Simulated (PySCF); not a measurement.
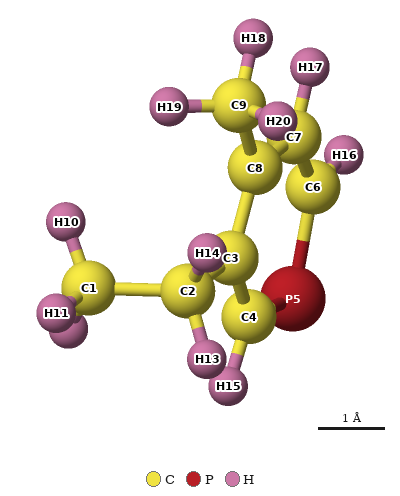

**Figure 1.** The input geometry (ball-and-stick view, seen at a tilt; atoms are numbered from 1 in the order of the input).

# Geometry relaxation, with input and output: C8H11P

- system: C8H11P, SMILES CCc1cpccc1C
- method: PBE0-D3(BJ)/def2-SVP geometry optimisation, gas phase (PySCF 2.14.0)

## Output
```
step   0  E = -652.00304659  max force = 0.036128
step   1  E = -652.00816068  max force = 0.008401
step   2  E = -652.00857139  max force = 0.002756
step   3  E = -652.00856709  max force = 0.001826
step   4  E = -652.00862984  max force = 0.000946
step   5  E = -652.00864481  max force = 0.000436
optimisation converged
```

## Trajectory as extended XYZ (Å, eV, eV/Å), 6 frames, from step=0 to step=5
```
20
Properties=species:S:1:pos:R:3:forces:R:3 step=0 energy=-17741.90659
C    -2.3582    0.1472   -0.5531   -1.2056   1.8578   0.4831
C    -1.4470    0.6355    0.5562   -0.0806  -0.2104  -0.2052
C    -0.1988   -0.1862    0.5585    1.3905   0.4913  -0.0315
C    -0.1728   -1.3629    1.2839   -1.6743  -0.3973   0.6199
P     1.0577   -2.5411    1.4246    0.4874  -0.2875   0.0661
C     2.2622   -1.7550    0.4618    0.0118  -0.7638   0.4434
C     2.1136   -0.5562   -0.1809   -0.1794   0.5315  -0.2493
C     0.9627    0.2240   -0.1646   -1.1290  -0.0299   0.4389
C     0.9429    1.5148   -0.9079   -0.1076  -0.3985  -0.5180
H    -1.9045    0.2662   -1.5201    0.3943  -0.0364  -0.8401
H    -3.2999    0.7618   -0.5504    0.5051  -0.4487  -0.1141
H    -2.6379   -0.8715   -0.4068   -0.2303  -1.1956   0.0970
H    -1.9797    0.5358    1.5078    0.0542  -0.0657   0.2567
H    -1.2315    1.7006    0.4338    0.0714   0.1923  -0.0502
H    -1.1241   -1.6090    1.8233    0.6219   0.1446  -0.2682
H     3.2152   -2.2569    0.3733    0.4787  -0.2676  -0.0866
H     2.9455   -0.1659   -0.7562    0.3798   0.1043  -0.1961
H     1.8529    1.6172   -1.4967    0.3117   0.1937  -0.1462
H     0.1007    1.5500   -1.6130   -0.0807   0.0938  -0.0328
H     0.8499    2.3670   -0.2433   -0.0191   0.4922   0.3331
20
Properties=species:S:1:pos:R:3:forces:R:3 step=1 energy=-17742.04575
C    -2.2096    0.3392   -0.7444    0.0723  -0.2874  -0.0912
C    -1.2148    0.7473    0.3369    0.0605   0.1098   0.0771
C     0.0402   -0.0946    0.3220   -0.3366  -0.1420  -0.1789
C     0.0440   -1.2612    1.0901    0.4320   0.1831   0.0772
P     1.3144   -2.4372    1.1964   -0.0729  -0.1370   0.0566
C     2.4522   -1.7446    0.0915    0.0324   0.1066   0.0061
C     2.2633   -0.5510   -0.5945    0.0069  -0.0549  -0.0355
C     1.1156    0.2502   -0.5234    0.1981   0.0532   0.1306
C     1.0858    1.5239   -1.3183   -0.0327   0.1062   0.0290
H    -1.7721    0.4371   -1.7532   -0.0665  -0.0181   0.0862
H    -3.1161    0.9574   -0.7037   -0.0693   0.0488  -0.0083
H    -2.5070   -0.7191   -0.6157    0.0359   0.1951  -0.0486
H    -1.6968    0.6480    1.3218    0.0086   0.0128   0.0247
H    -0.9650    1.8133    0.2214    0.0025   0.0086   0.0286
H    -0.8057   -1.4198    1.7578   -0.2030  -0.0821  -0.0282
H     3.4028   -2.2706   -0.0482   -0.0236  -0.0169  -0.0193
H     3.0752   -0.2000   -1.2422   -0.0296  -0.0104  -0.0198
H     2.0029    1.6415   -1.9112   -0.0003  -0.0089   0.0043
H     0.2333    1.5574   -2.0128   -0.0313   0.0097  -0.0258
H     0.9954    2.4083   -0.6616    0.0167  -0.0760  -0.0646
20
Properties=species:S:1:pos:R:3:forces:R:3 step=2 energy=-17742.05692
C    -2.2103    0.3442   -0.7422   -0.0048  -0.0282   0.0059
C    -1.2131    0.7540    0.3400   -0.0067  -0.0510   0.0553
C     0.0364   -0.0961    0.3238    0.0469  -0.0323  -0.1226
C     0.0658   -1.2589    1.0967   -0.1417   0.0305   0.1053
P     1.3248   -2.4457    1.2087   -0.0256   0.0640  -0.0537
C     2.4577   -1.7413    0.1033    0.0571   0.0216  -0.0141
C     2.2643   -0.5503   -0.5865   -0.0154  -0.0214  -0.0193
C     1.1192    0.2555   -0.5127    0.0782   0.0179   0.0610
C     1.0816    1.5230   -1.3204   -0.0039  -0.0050  -0.0115
H    -1.7769    0.4360   -1.7502   -0.0027   0.0056   0.0075
H    -3.1162    0.9685   -0.7047    0.0041  -0.0003  -0.0057
H    -2.5141   -0.7066   -0.6142    0.0018   0.0244   0.0035
H    -1.6929    0.6597    1.3270   -0.0017  -0.0024   0.0002
H    -0.9572    1.8188    0.2251    0.0079  -0.0166   0.0052
H    -0.8168   -1.4515    1.7195   -0.0133   0.0039  -0.0007
H     3.4019   -2.2738   -0.0525    0.0112   0.0059  -0.0101
H     3.0682   -0.2065   -1.2472   -0.0022  -0.0047  -0.0060
H     1.9979    1.6372   -1.9150    0.0027  -0.0020  -0.0047
H     0.2274    1.5478   -2.0152    0.0007  -0.0058   0.0067
H     0.9903    2.4116   -0.6745    0.0075  -0.0040  -0.0022
20
Properties=species:S:1:pos:R:3:forces:R:3 step=3 energy=-17742.05681
C    -2.2165    0.3383   -0.7319   -0.0168   0.0707   0.0259
C    -1.2140    0.7483    0.3461    0.0033   0.0539  -0.0731
C     0.0403   -0.0925    0.3144   -0.0239   0.0086   0.0461
C     0.0520   -1.2484    1.0965    0.0458  -0.0939  -0.0488
P     1.3120   -2.4349    1.2031    0.0269  -0.0166   0.0075
C     2.4580   -1.7359    0.1047   -0.0069  -0.0208   0.0057
C     2.2731   -0.5474   -0.5900   -0.0509  -0.0159   0.0348
C     1.1307    0.2609   -0.5139   -0.0534   0.0199   0.0154
C     1.0948    1.5251   -1.3271   -0.0266  -0.0196  -0.0079
H    -1.7918    0.4389   -1.7417    0.0172   0.0093  -0.0210
H    -3.1261    0.9575   -0.6854    0.0188  -0.0107  -0.0023
H    -2.5138   -0.7128   -0.6089   -0.0098  -0.0424   0.0177
H    -1.6856    0.6441    1.3362    0.0136  -0.0007  -0.0147
H    -0.9643    1.8149    0.2381   -0.0094   0.0163  -0.0167
H    -0.8438   -1.4442    1.7020    0.0747   0.0269  -0.0108
H     3.3985   -2.2753   -0.0501   -0.0010  -0.0059   0.0140
H     3.0771   -0.2094   -1.2534   -0.0001   0.0037   0.0041
H     2.0115    1.6347   -1.9221   -0.0019  -0.0008  -0.0029
H     0.2404    1.5474   -2.0221    0.0018  -0.0040   0.0108
H     1.0054    2.4163   -0.6860   -0.0014   0.0219   0.0163
20
Properties=species:S:1:pos:R:3:forces:R:3 step=4 energy=-17742.05852
C    -2.2138    0.3437   -0.7357   -0.0107   0.0358   0.0128
C    -1.2122    0.7512    0.3435   -0.0028   0.0066  -0.0219
C     0.0384   -0.0959    0.3180    0.0059   0.0041   0.0266
C     0.0571   -1.2532    1.0988   -0.0037  -0.0457  -0.0486
P     1.3189   -2.4381    1.2043    0.0096  -0.0099   0.0120
C     2.4616   -1.7374    0.1044   -0.0177  -0.0053   0.0020
C     2.2702   -0.5489   -0.5885   -0.0138  -0.0075   0.0102
C     1.1268    0.2577   -0.5109   -0.0161   0.0201  -0.0027
C     1.0870    1.5219   -1.3237   -0.0056  -0.0088  -0.0104
H    -1.7854    0.4396   -1.7448    0.0086   0.0044  -0.0099
H    -3.1201    0.9674   -0.6934    0.0097  -0.0043  -0.0013
H    -2.5168   -0.7062   -0.6102   -0.0060  -0.0212   0.0107
H    -1.6869    0.6521    1.3324    0.0041  -0.0022  -0.0040
H    -0.9573    1.8164    0.2328   -0.0050   0.0022  -0.0073
H    -0.8356   -1.4511    1.7065    0.0407   0.0187   0.0095
H     3.4033   -2.2743   -0.0523   -0.0020  -0.0003   0.0097
H     3.0720   -0.2084   -1.2533    0.0024   0.0043   0.0018
H     2.0023    1.6335   -1.9205   -0.0016  -0.0002  -0.0034
H     0.2313    1.5424   -2.0168    0.0018  -0.0016   0.0074
H     0.9970    2.4131   -0.6820    0.0022   0.0109   0.0071
20
Properties=species:S:1:pos:R:3:forces:R:3 step=5 energy=-17742.05892
C    -2.2148    0.3457   -0.7350    0.0018  -0.0101  -0.0024
C    -1.2117    0.7506    0.3432    0.0038   0.0018   0.0021
C     0.0387   -0.0973    0.3169   -0.0098  -0.0007  -0.0052
C     0.0595   -1.2571    1.0945   -0.0155   0.0011   0.0086
P     1.3194   -2.4431    1.2039   -0.0037   0.0221  -0.0115
C     2.4586   -1.7397    0.1035    0.0224  -0.0033  -0.0109
C     2.2676   -0.5506   -0.5890    0.0059   0.0054  -0.0046
C     1.1251    0.2579   -0.5135    0.0049  -0.0171   0.0163
C     1.0864    1.5229   -1.3251   -0.0024  -0.0045   0.0046
H    -1.7864    0.4418   -1.7446   -0.0015  -0.0010   0.0032
H    -3.1197    0.9707   -0.6915   -0.0013   0.0035  -0.0002
H    -2.5192   -0.7046   -0.6088    0.0000   0.0072   0.0003
H    -1.6858    0.6510    1.3323    0.0016   0.0006   0.0020
H    -0.9565    1.8157    0.2324    0.0008   0.0021  -0.0009
H    -0.8258   -1.4481    1.7130   -0.0119   0.0012   0.0035
H     3.4021   -2.2741   -0.0503    0.0043   0.0004  -0.0048
H     3.0713   -0.2092   -1.2510    0.0018  -0.0023   0.0000
H     2.0006    1.6337   -1.9237   -0.0005  -0.0030  -0.0017
H     0.2295    1.5452   -2.0163   -0.0037  -0.0003   0.0023
H     0.9990    2.4141   -0.6822    0.0030  -0.0030  -0.0008
```

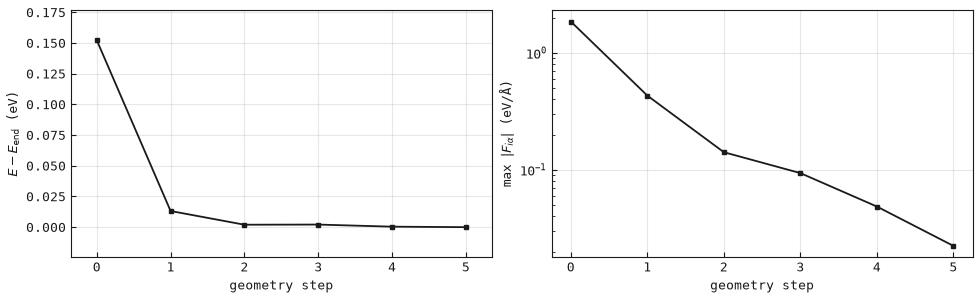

**Figure 2.** Progress of the relaxation, step by step (steps are counted from 0).

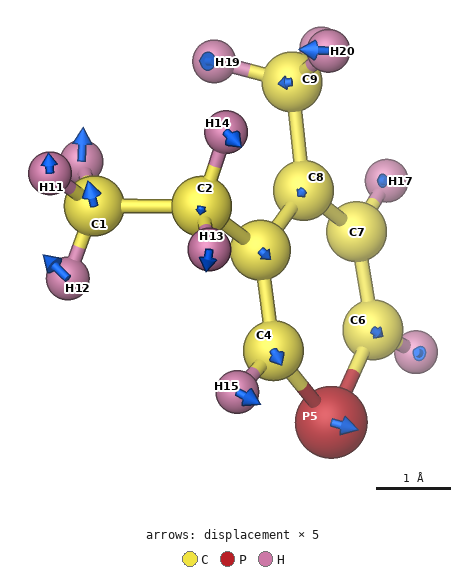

**Figure 3.** The starting structure with the displacements as blue arrows, magnified 5 times (ball-and-stick view, seen at a tilt). The two geometries are laid on each other by the best rigid fit. H12 moves most after the best rigid fit: 0.10 Å. By element the largest moves are H 0.10 Å, P 0.08 Å, C 0.08 Å. Among the contacts that change: C1–H10 1.075 → 1.101 Å, C4–P5 1.709 → 1.734 Å, C1–H11 1.125 → 1.101 Å, C6–C7 1.368 → 1.389 Å. Among the angles that change: C1–C2–C3 109.0° → 112.5°, H10–C1–H12 109.9° → 107.2°, C2–C1–H11 109.0° → 111.2°. After 5 geometry steps the energy has fallen by 0.152 eV. Largest force component: 1.9 eV/Å at the start, 0.022 eV/Å at the end. (Atoms are counted from 1 in the order of the input.)

The run was set up as follows.

## The input
```
{"job": {"xc": "PBE0", "basis": "def2-SVP", "d3": "d3bj", "grid": 1, "shake": 0.01, "kind": "geom"}, "charge": 0, "multiplicity": 1}
C     -2.358200     0.147150    -0.553060
C     -1.447020     0.635510     0.556150
C     -0.198770    -0.186190     0.558490
C     -0.172780    -1.362900     1.283880
P      1.057660    -2.541100     1.424650
C      2.262200    -1.754970     0.461760
C      2.113590    -0.556170    -0.180940
C      0.962750     0.224000    -0.164640
C      0.942950     1.514840    -0.907880
H     -1.904530     0.266160    -1.520130
H     -3.299850     0.761830    -0.550410
H     -2.637940    -0.871540    -0.406810
H     -1.979700     0.535790     1.507790
H     -1.231480     1.700600     0.433800
H     -1.124150    -1.609020     1.823280
H      3.215200    -2.256860     0.373310
H      2.945510    -0.165950    -0.756180
H      1.852930     1.617220    -1.496650
H      0.100670     1.550000    -1.613040
H      0.849920     2.367000    -0.243300
```

The first line tells a small driver script what to run in PySCF; the rest is the geometry in Å.

Launched with:
```bash
OMP_NUM_THREADS=1 python <driver script> task.json out
```

## Results in brief

- outcome: converged
- total energy: −652.008645 hartree
- dipole moment: 2.43 D
- point group: C1
- hardware: 1 CPU thread, shared host
- wall time: 81 s
- peak memory: 0.91 GiB
